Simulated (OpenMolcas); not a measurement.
**A workflow on GaSiH4OF (SMILES [F][GaH][O][SiH3])**

We compute a single-point energy (HF/ANO-R0), then a single-point energy (CASSCF(2,2)/ANO-R1), then an energy scan (CASPT2(2,2)/ANO-R1), then an energy scan (SC-NEVPT2(2,2)/ANO-R1), then the energy along one coordinate (MC-PDFT[tPBE](2,2)/ANO-R1) of GaSiH4OF. 

Program for the calculation: OpenMolcas 26.06.

### 1 The molecule

GaSiH4OF: 8 atoms, total charge 0, spin state singlet. SMILES: `[F][GaH][O][SiH3]`. The shape is that of a PBE0-D4/def2-TZVP optimisation. This is one conformer, not always the lowest.

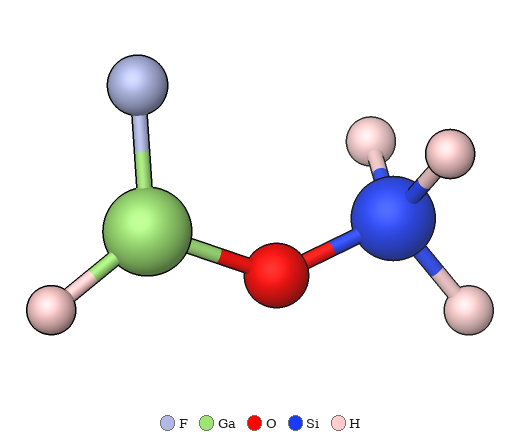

Viewed from a chosen angle; fluorine light blue, gallium green, oxygen red, silicon blue, hydrogen pink.

### 2 A single-point energy at HF/ANO-R0 (sfX2C) (run 1)

Input file geom.xyz:

```xyz
8

F      0.857100     1.472000     1.846200
Ga     1.323900     1.220200     0.177500
O      0.322200     0.024800    -0.644000
Si    -0.952800    -0.945800    -0.299100
H      2.493100     1.984200    -0.463100
H     -1.287500    -1.717200    -1.523200
H     -0.618600    -1.894300     0.796900
H     -2.137300    -0.143800     0.108800
```

Input file step1.inp:

```
* FGaH4OSi Hartree-Fock
>>> EXPORT MOLCAS_PRINT=2

&GATEWAY
 Coord
 geom.xyz
 Basis
 ANO-R0
 Group
 NoSym

&SEWARD

&SCF
 PrOrbitals
 0

&LOCALISATION
 Occupied
 Freeze
 Pipek-Mezey

&LOCALISATION
 FileOrb
 $Project.LocOrb
 Virtual
 Pipek-Mezey
```

The run is started by

```sh
$ export MOLCAS_MEM=1860
$ pymolcas step1.inp > step1.log
```

The log of the run:

```text
--- Start Module: gateway ---
[...]
--- Stop Module: gateway /rc=_RC_ALL_IS_WELL_ ---
[...]
      Basis functions           41
[...]
       Convergence after  13 Iterations
[...]
::    Total SCF energy                              -2407.9182067464
[...]
      Total spin, S                                     0.0000000000
[...]
      Total electronic charge=   66.000000
      Total            charge=   -0.000000
[...]
      Dipole Moment (debye):
      Origin of the operator (angstrom)=    0.6214    0.6196    0.2027
                   X=  6.9822E-01               Y=  5.7672E-01               Z= -7.4289E-02           Total=  9.0864E-01
      Quadrupole Moment (debye*angstrom):
[...]
--- Start Module: localisation ---
[...]
--- Stop Module: localisation /rc=_RC_ALL_IS_WELL_ ---
--- Start Module: localisation ---
[...]
--- Stop Module: localisation /rc=_RC_ALL_IS_WELL_ ---
[...]
```

It took 8.4 s on 1 thread of Intel Xeon Platinum 8259CL at 2.50GHz (Skylake/Cascade Lake), shared host; peak memory 0.42 GiB.

### 3 A single-point energy at CASSCF(2,2)/ANO-R1 (sfX2C, RICD fitting) (run 2)

geom.xyz is that of step 2.

Input file step2.input:

```
&GATEWAY
 Coord = geom.xyz
 Basis = ANO-R0
 Group = NoSym

&SEWARD

&RASSCF
 FileOrb = $CurrDir/step1.LocOrb
 Alter = 2
 1 17 33
 1 34 38
 Spin = 1
 Nactel = 2 0 0
 Inactive = 32
 Ras2 = 2
 OrbListing = Nothing
>>> COPY $Project.RunFile RUNFIL1
>>> COPY $Project.RasOrb INPORB

&GATEWAY
 Coord = geom.xyz
 Basis = ANO-R1
 Group = NoSym
 RICD

&SEWARD
>>> COPY $Project.RunFile RUNFIL2

&EXPBAS

&RASSCF
 FileOrb = $Project.ExpOrb
 Spin = 1
 Nactel = 2 0 0
 Inactive = 32
 Ras2 = 2
 OrbListing = Nothing
```

The run is started by

```sh
$ export MOLCAS_MEM=1860
$ pymolcas step2.input > step2.log
```

The log of the run:

```text
--- Start Module: gateway ---
[...]
--- Stop Module: gateway /rc=_RC_ALL_IS_WELL_ ---
[...]
      Basis functions           41
[...]
      Number of active orbitals                  2
[...]
      Spin quantum number                      0.0
[...]
      Active orbitals                            2
[...]
      Number of CSFs                             3
[...]
      Number of root(s) required                 1
[...]
 ###    WARNING: Large orbital rotation.                                     ###
 ###############################################################################
      Molecular orbital  25 of symmetry 1 MO space 1  weight is    0.498042
[...]
 ###    WARNING: Large orbital rotation.                                     ###
 ###############################################################################
      Molecular orbital  33 of symmetry 1 MO space 2  weight is    0.360298
[...]
      Convergence after 17 iterations
[...]
      printout of CI-coefficients larger than  0.05 for root  1
      energy=   -2407.938975
      conf/sym  11     Coeff  Weight
             1  20   0.98826 0.97665
             3  02  -0.15280 0.02335
      Natural orbitals and occupation numbers for root  1
      sym 1:   1.953304   0.046696
      ************************************************************************************************************************
      *                                                    Final results                                                     *
[...]
::    RASSCF root number  1 Total energy:  -2407.93897525
[...]
      Basis functions          105
[...]
--- Start Module: expbas ---
[...]
--- Stop Module: expbas /rc=_RC_ALL_IS_WELL_ ---
--- Start Module: rasscf ---
[...]
      Convergence after 21 iterations
[...]
      Natural orbitals and occupation numbers for root  1
      sym 1:   1.982525   0.017475
      ************************************************************************************************************************
      *                                                    Final results                                                     *
[...]
::    RASSCF root number  1 Total energy:  -2408.74245938
[...]
      Total electronic charge=   66.000000
      Total            charge=   -0.000000
[...]
      Dipole Moment (debye):
      Origin of the operator (angstrom)=    0.6214    0.6196    0.2027
                   X=  1.1903E+00               Y=  5.7004E-01               Z= -1.1843E+00           Total=  1.7732E+00
      Quadrupole Moment (debye*angstrom):
[...]
--- Stop Module: rasscf /rc=_RC_ALL_IS_WELL_ ---
[...]
```

It took 37 s on 1 thread of Intel Xeon Platinum 8259CL at 2.50GHz (Skylake/Cascade Lake), shared host; peak memory 0.42 GiB.

### 4 The energy along one coordinate at CASPT2(2,2)/ANO-R1 (sfX2C, RICD fitting, ipea shift 0.25 Eh, pt2 variant SS) (run 3)

Input file step3.input:

```
* FGaH4OSi CASPT2
>>> COPY $CurrDir/step2.RasOrb $Project.RasOrb
>>> ForEach K in (1, 2, 3, 4, 5, 6, 7, 8, 9)
&GATEWAY
COORD=$CurrDir/point$K.xyz
BASIS=ANO-R1
GROUP=NoSym
RICD
&SEWARD
&RASSCF
FILEORB=$Project.RasOrb
SPIN=1
NACTEL=2 0 0
INACTIVE=32
RAS2=2
ORBLISTING=Nothing
&CASPT2
IMAGINARY=0.2
FROZEN=16
>>> EndDo
```

The run is started by

```sh
$ export MOLCAS_MEM=1860
$ pymolcas step3.input > step3.log
```

The log of the run:

```text
[...]
      Basis functions          105
[...]
      Number of active orbitals                  2
[...]
      Spin quantum number                      0.0
[...]
      Active orbitals                            2
[...]
      Number of CSFs                             3
[...]
      Number of root(s) required                 1
[...]
      Convergence after 16 iterations
[...]
      printout of CI-coefficients larger than  0.05 for root  1
      energy=   -2408.725081
      conf/sym  11     Coeff  Weight
             1  20   0.99703 0.99407
             3  02  -0.07700 0.00593
      Natural orbitals and occupation numbers for root  1
      sym 1:   1.988142   0.011858
      ************************************************************************************************************************
      *                                                    Final results                                                     *
[...]
::    RASSCF root number  1 Total energy:  -2408.72508061
[...]
      E2 (Variational):          -0.9189724880
[...]
::    CASPT2 Root  1     Total energy:  -2409.64405309
[...]
      Convergence after 15 iterations
[...]
      Natural orbitals and occupation numbers for root  1
      sym 1:   1.982520   0.017480
      ************************************************************************************************************************
      *                                                    Final results                                                     *
[...]
      Convergence after 23 iterations
[...]
      Natural orbitals and occupation numbers for root  1
      sym 1:   1.668518   0.331482
      ************************************************************************************************************************
      *                                                    Final results                                                     *
[...]
      Convergence after 14 iterations
[...]
      Natural orbitals and occupation numbers for root  1
      sym 1:   1.366836   0.633164
      ************************************************************************************************************************
      *                                                    Final results                                                     *
[...]
      Convergence after 10 iterations
[...]
      Natural orbitals and occupation numbers for root  1
      sym 1:   1.150539   0.849461
      ************************************************************************************************************************
      *                                                    Final results                                                     *
[...]
::    RASSCF root number  1 Total energy:  -2408.57730959
[...]
::    CASPT2 Root  1     Total energy:  -2409.45437596
[...]
      Convergence after  9 iterations
[...]
      Natural orbitals and occupation numbers for root  1
      sym 1:   1.040928   0.959072
      ************************************************************************************************************************
      *                                                    Final results                                                     *
[...]
::    RASSCF root number  1 Total energy:  -2408.57618468
[...]
      Dipole Moment (debye):
      Origin of the operator (angstrom)=    0.4909    0.6900    0.6692
                   X=  5.6866E-01               Y=  7.9364E-01               Z=  7.5734E-01           Total=  1.2356E+00
      Quadrupole Moment (debye*angstrom):
[...]
      E2 (Variational):          -0.8761547618
      Total energy:           -2409.4523394417
[...]
      Reference weight:           0.84017
[...]
::    CASPT2 Root  1     Total energy:  -2409.45233944
[...]
```

Run time: 3.8 min. Hardware: 1 thread of Intel Xeon Platinum 8259CL at 2.50GHz (Skylake/Cascade Lake), shared host; peak memory 0.16 GiB.

The scan, from its lowest point:

```csv
Ga2–F1 (Å),energy (kJ/mol)
1.576,31.4
1.751,0.0
1.926,49.5
2.189,166.5
2.539,313.9
2.977,441.4
3.502,508.0
4.202,529.4
5.253,534.7
```

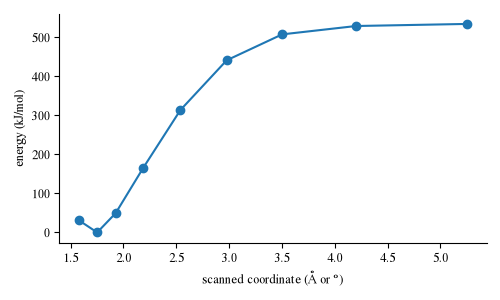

Energy along the scan.

### 5 The energy along one coordinate at SC-NEVPT2(2,2)/ANO-R1 (sfX2C, RICD fitting, pt2 variant SC-NEVPT2) (run 4)

Input file step4.input:

```
* FGaH4OSi NEVPT2
>>> EXPORT MOLCAS_PRINT=2
>>> COPY $CurrDir/step2.RasOrb $Project.RasOrb
>>> ForEach K in (1, 2, 3, 4, 5, 6, 7, 8, 9)

&GATEWAY
  Coord = $CurrDir/point$K.xyz
  Basis = ANO-R1
  Group = NoSym
  RICD

&SEWARD

&RASSCF
  FileOrb = $Project.RasOrb
  Spin = 1
  Nactel = 2 0 0
  Inactive = 32
  Ras2 = 2
  OrbListing = Nothing

&CASPT2
  SC-NEVPT2
  Frozen = 16
>>> EndDo
```

The run is started by

```sh
$ export MOLCAS_MEM=1860
$ pymolcas step4.input > step4.log
```

The log of the run:

```text
--- Start Module: gateway ---
[...]
--- Stop Module: gateway /rc=_RC_ALL_IS_WELL_ ---
[...]
      Basis functions          105
[...]
      Number of active orbitals                  2
[...]
      Spin quantum number                      0.0
[...]
      Active orbitals                            2
[...]
      Number of CSFs                             3
[...]
      Number of root(s) required                 1
[...]
      Convergence after 16 iterations
[...]
      printout of CI-coefficients larger than  0.05 for root  1
      energy=   -2408.725081
      conf/sym  11     Coeff  Weight
             1  20   0.99703 0.99407
             3  02  -0.07700 0.00593
      Natural orbitals and occupation numbers for root  1
      sym 1:   1.988142   0.011858
      ************************************************************************************************************************
      *                                                    Final results                                                     *
[...]
::    RASSCF root number  1 Total energy:  -2408.72508061
[...]
      E2 (Variational):          -0.9169533303
[...]
::    SC-NEVPT2 Root  1     Total energy:  -2409.64191452
[...]
      Convergence after 15 iterations
[...]
      Natural orbitals and occupation numbers for root  1
      sym 1:   1.982520   0.017480
      ************************************************************************************************************************
      *                                                    Final results                                                     *
[...]
      Convergence after 23 iterations
[...]
      Natural orbitals and occupation numbers for root  1
      sym 1:   1.668518   0.331482
      ************************************************************************************************************************
      *                                                    Final results                                                     *
[...]
      Convergence after 14 iterations
[...]
      Natural orbitals and occupation numbers for root  1
      sym 1:   1.366836   0.633164
      ************************************************************************************************************************
      *                                                    Final results                                                     *
[...]
      Convergence after 10 iterations
[...]
      Natural orbitals and occupation numbers for root  1
      sym 1:   1.150539   0.849461
      ************************************************************************************************************************
      *                                                    Final results                                                     *
[...]
::    RASSCF root number  1 Total energy:  -2408.57730959
[...]
::    SC-NEVPT2 Root  1     Total energy:  -2409.45108654
[...]
--- Start Module: rasscf ---
[...]
      Convergence after  9 iterations
[...]
      Natural orbitals and occupation numbers for root  1
      sym 1:   1.040928   0.959072
      ************************************************************************************************************************
      *                                                    Final results                                                     *
[...]
::    RASSCF root number  1 Total energy:  -2408.57618468
[...]
      Total electronic charge=   66.000000
      Total            charge=   -0.000000
[...]
--- Stop Module: rasscf /rc=_RC_ALL_IS_WELL_ ---
[...]
      E2 (Variational):          -0.8730129299
      Total energy:           -2409.4491976098
[...]
      Reference weight:           0.83949
[...]
::    SC-NEVPT2 Root  1     Total energy:  -2409.44919761
[...]
```

Wall time 3.8 min (1 thread of Intel Xeon Platinum 8259CL at 2.50GHz (Skylake/Cascade Lake), shared host); peak memory 0.16 GiB.

The scan, from its lowest point:

```csv
Ga2–F1 (Å),energy (kJ/mol)
1.576,37.8
1.751,0.0
1.926,45.1
2.189,159.4
2.539,310.6
2.977,448.8
3.502,518.1
4.202,538.8
5.253,543.8
```

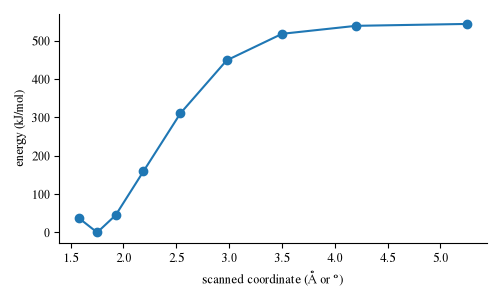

Energy along the scan.

### 6 An energy scan at MC-PDFT[tPBE](2,2)/ANO-R1 (sfX2C, RICD fitting) (run 5)

Input file step5.input:

```
>>> COPY $CurrDir/step2.RasOrb $Project.RasOrb
>>> ForEach K in (1, 2, 3, 4, 5, 6, 7, 8, 9)
&GATEWAY
Coord = $CurrDir/point$K.xyz
Basis = ANO-R1
Group = NoSym
RICD
&SEWARD
&RASSCF
FileOrb = $Project.RasOrb
Spin = 1
Nactel = 2 0 0
Inactive = 32
Ras2 = 2
OrbListing = Nothing
&MCPDFT
KSDFT = T:PBE
>>> EndDo
```

The run is started by

```sh
$ export MOLCAS_MEM=1860
$ pymolcas step5.input > step5.log
```

The log of the run:

```text
--- Start Module: gateway ---
[...]
--- Stop Module: gateway /rc=_RC_ALL_IS_WELL_ ---
[...]
      Basis functions          105
[...]
      Number of active orbitals                  2
[...]
      Spin quantum number                      0.0
[...]
      Active orbitals                            2
[...]
      Number of CSFs                             3
[...]
      Number of root(s) required                 1
[...]
      Convergence after 16 iterations
[...]
      printout of CI-coefficients larger than  0.05 for root  1
      energy=   -2408.725081
      conf/sym  11     Coeff  Weight
             1  20   0.99703 0.99407
             3  02  -0.07700 0.00593
      Natural orbitals and occupation numbers for root  1
      sym 1:   1.988142   0.011858
      ************************************************************************************************************************
      *                                                    Final results                                                     *
[...]
::    RASSCF root number  1 Total energy:  -2408.72508061
[...]
::    MCPDFT root number  1 Total energy:  -2411.10441142
[...]
      Convergence after 15 iterations
[...]
      Natural orbitals and occupation numbers for root  1
      sym 1:   1.982520   0.017480
      ************************************************************************************************************************
      *                                                    Final results                                                     *
[...]
      Convergence after 23 iterations
[...]
      Natural orbitals and occupation numbers for root  1
      sym 1:   1.668518   0.331482
      ************************************************************************************************************************
      *                                                    Final results                                                     *
[...]
      Convergence after 14 iterations
[...]
      Natural orbitals and occupation numbers for root  1
      sym 1:   1.366836   0.633164
      ************************************************************************************************************************
      *                                                    Final results                                                     *
[...]
      Convergence after 10 iterations
[...]
      Natural orbitals and occupation numbers for root  1
      sym 1:   1.150539   0.849461
      ************************************************************************************************************************
      *                                                    Final results                                                     *
[...]
::    RASSCF root number  1 Total energy:  -2408.57730959
[...]
::    MCPDFT root number  1 Total energy:  -2410.91935823
[...]
      Convergence after  9 iterations
[...]
      Natural orbitals and occupation numbers for root  1
      sym 1:   1.040928   0.959072
      ************************************************************************************************************************
      *                                                    Final results                                                     *
[...]
::    RASSCF root number  1 Total energy:  -2408.57618468
[...]
      Total electronic charge=   66.000000
      Total            charge=   -0.000000
[...]
      Dipole Moment (debye):
      Origin of the operator (angstrom)=    0.4909    0.6900    0.6692
                   X=  5.6866E-01               Y=  7.9364E-01               Z=  7.5734E-01           Total=  1.2356E+00
      Quadrupole Moment (debye*angstrom):
[...]
::    MCPDFT root number  1 Total energy:  -2410.91664649
[...]
```

Run time: 4.1 min. Hardware: 1 thread of Intel Xeon Platinum 8259CL at 2.50GHz (Skylake/Cascade Lake), shared host; peak memory 0.16 GiB.

The scan, from its lowest point:

```csv
Ga2–F1 (Å),energy (kJ/mol)
1.576,47.2
1.751,0.0
1.926,34.2
2.189,131.4
2.539,261.0
2.977,400.9
3.502,498.7
4.202,533.1
5.253,540.2
```

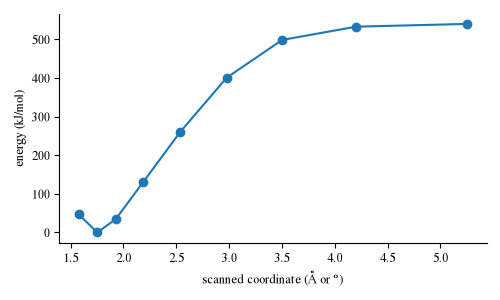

Energy along the scan.

### 7 Results

```
                                                   quantity           value
                             run 1, HF/ANO-R0: total energy  -2407.91821 Eh
                            run 1, HF/ANO-R0: dipole moment          0.91 D
                              run 1, HF/ANO-R0: HOMO energy       -12.23 eV
                              run 1, HF/ANO-R0: LUMO energy         0.77 eV
                            run 1, HF/ANO-R0: HOMO–LUMO gap        13.01 eV
                    run 2, CASSCF(2,2)/ANO-R1: total energy  -2408.74246 Eh
  run 2, CASSCF(2,2)/ANO-R1: dipole moment (CASSCF density)          1.77 D
       run 3, CASPT2(2,2)/ANO-R1: lowest energy of the scan  -2409.65601 Eh
    run 4, SC-NEVPT2(2,2)/ANO-R1: lowest energy of the scan  -2409.65632 Eh
run 5, MC-PDFT[tPBE](2,2)/ANO-R1: lowest energy of the scan  -2411.12240 Eh
```

The run (run 3, CASPT2(2,2)/ANO-R1) may have ended on a state above the lowest. The run (run 4, SC-NEVPT2(2,2)/ANO-R1) may have ended on a state above the lowest. The run (run 5, MC-PDFT[tPBE](2,2)/ANO-R1) may have ended on a state above the lowest.
